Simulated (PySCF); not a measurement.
# C₂H₃FS, SMILES `FCC=S`: electronic structure

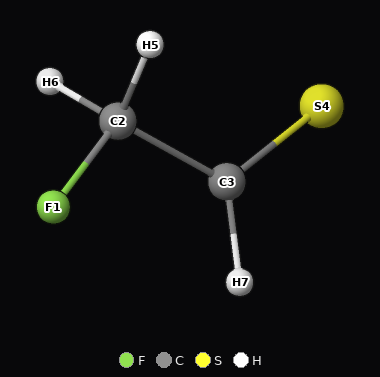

The molecule, with its atoms numbered as below. No frequency check shows the geometry to be a minimum.

Geometry (Å), atoms numbered from 1:

```
F1       2.1919   -0.2038   -0.0003
C2       1.0094    0.4830    0.0005
C3      -0.1528   -0.4429    0.0002
S4      -1.6854    0.0529   -0.0001
H5       1.0029    1.1239   -0.8916
H6       1.0035    1.1235    0.8915
H7       0.0924   -1.5008    0.0005
```

## 1. Bonding charge

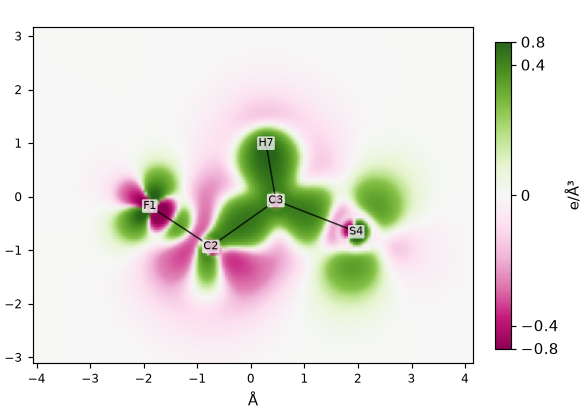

Deformation density (molecule less spherical, spin-averaged free atoms) in the plane of F1, C2, C3, S4 and H7; colour scale in e/Å³, logarithmic beyond ±0.1; green: gain, pink: loss.

Computed with PySCF, PBE0/def2-SVPD, geometry: GFN2-xTB.

Question: Describe the bonding that the map shows.

Answer: C3–H7: +0.76 e/Å³ at the bond critical point (bond length 1.09 Å). C2–C3: +0.57 e/Å³ at the bond critical point (bond length 1.49 Å). C3–S4: +0.09 e/Å³ at the bond critical point (bond length 1.61 Å); up to 0.6 Å beside the axis the gain reaches +0.49 e/Å³. F1–C2: −0.05 e/Å³ at the bond critical point (bond length 1.37 Å); up to 0.6 Å beside the axis the gain reaches +0.22 e/Å³. In all, 1.7 electrons gather in the regions of gain relative to the promolecule. A small or negative value marks a very polar bond, one between electron-rich atoms, whose free-atom densities already overlap strongly, a long bond to a heavier atom, or a closed-shell contact such as a hydrogen bond.

Question: Where do the Hirshfeld charges lie?

Answer: The highest Hirshfeld charge is on H7 (+0.06 e), the lowest on F1 (−0.13 e).

```tsv
atom	charge (e)
F1	−0.13
C2	+0.03
C3	+0.01
S4	−0.10
H5	+0.06
H6	+0.06
H7	+0.06
```

## 2. Local ionisation energy

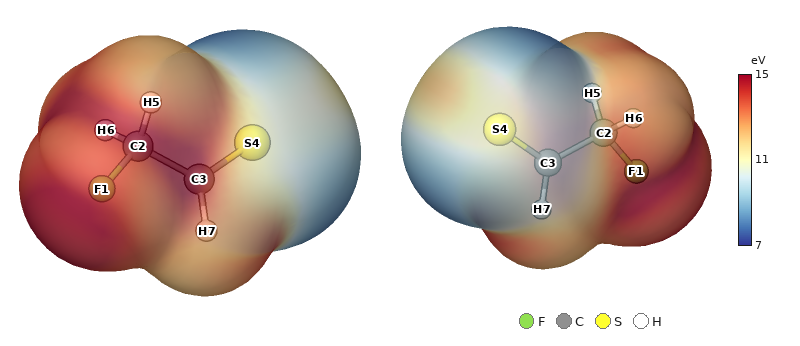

Average local ionisation energy on the surface of electron density 0.001 a.u. (back view left, front view right).

Question: Locate the minima of the map.

Answer: The lowest value is 7.8 eV, 2.3 Å from S4. Further minima include 8.0 eV, 2.3 Å from S4; 12.1 eV, 1.3 Å from H7; 12.3 eV, 1.3 Å from H5, and at like points elsewhere. For comparison, the highest occupied orbital lies at −7.0 eV.

## 3. Removing or adding an electron

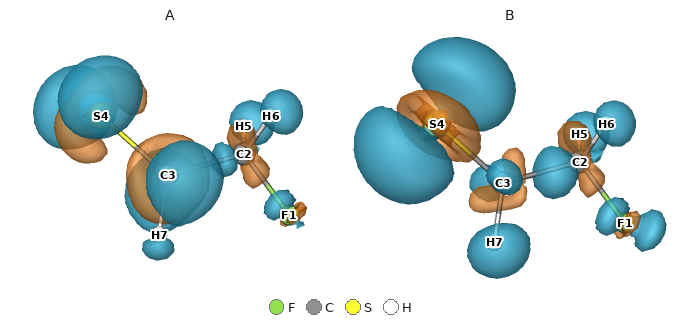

The two Fukui functions at ±0.03 e/Å³ (light blue positive, orange negative).

Level of theory: BLYP/def2-SVPD (PySCF), at a geometry from GFN2-xTB. This is a single-reference result, which may miss multireference character in this system.

Question: Which panel is f⁻ (electron removed) and which f⁺ (electron added)?

Answer: A is f⁺, B is f⁻. f⁻ (Hirshfeld-condensed) is largest on S4 (0.58); the vertical ionisation energy is 9.16 eV. f⁺ (Hirshfeld-condensed) is largest on S4 (0.49); the vertical electron affinity is 0.43 eV (the stability of the anion's solution wasn't checked; the anion's highest orbital has positive energy, so this value and f⁺ depend on the basis).

Question: What chemical potential and hardness follow from the two energies?

Answer: μ = −(I + A)/2 = −4.80 eV and η = I − A = 8.72 eV.

## 4. Localised orbitals

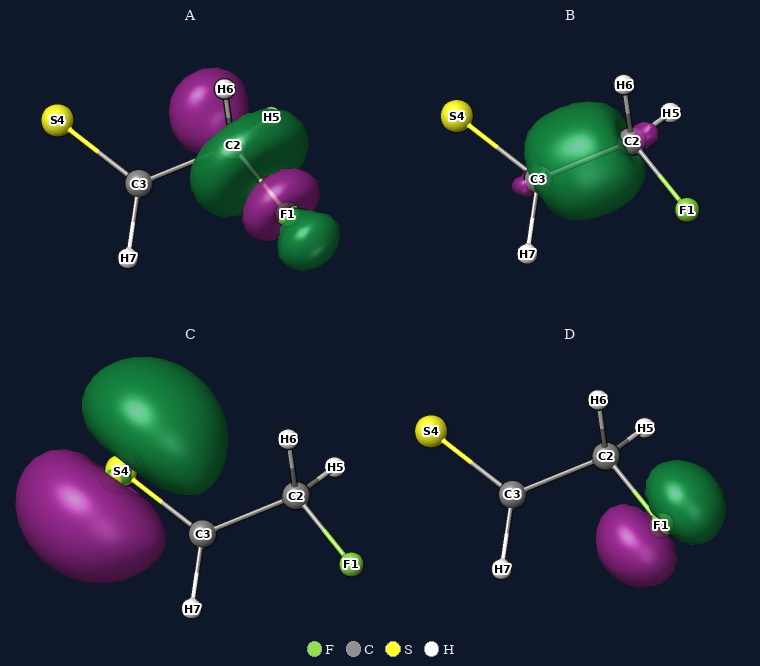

Intrinsic bond orbitals (IBO), occupied and valence-virtual; each surface holds about 80 % of the orbital's density. Energies are diagonal elements of the Fock matrix.

Computed with PySCF, M06-2X/6-31+G*, geometry: GFN2-xTB.

Question: Name the orbitals, with their atomic make-up and energies.

Answer: By panel:
- A: σ* orbital C2–F1, mostly on C2 (C2 69 %, F1 30 %; 7.5 eV)
- B: σ bond C3–C2 (C3 51 %, C2 49 %; −19.1 eV)
- C: lone pair on S4 (p-type) (S4 97 %; −8.6 eV)
- D: lone pair on F1 (p-type) (F1 98 %; −14.3 eV)

Question: How do all the valence pairs divide up?

Answer: 12 pairs: 6 σ bonds, 5 lone pairs and 1 two-centre π bond.

The PySCF runs shown took 19 s, 6.2 min and 19 s on 1 thread of Intel(R) Xeon(R) Processor @ 2.70GHz (shared host).
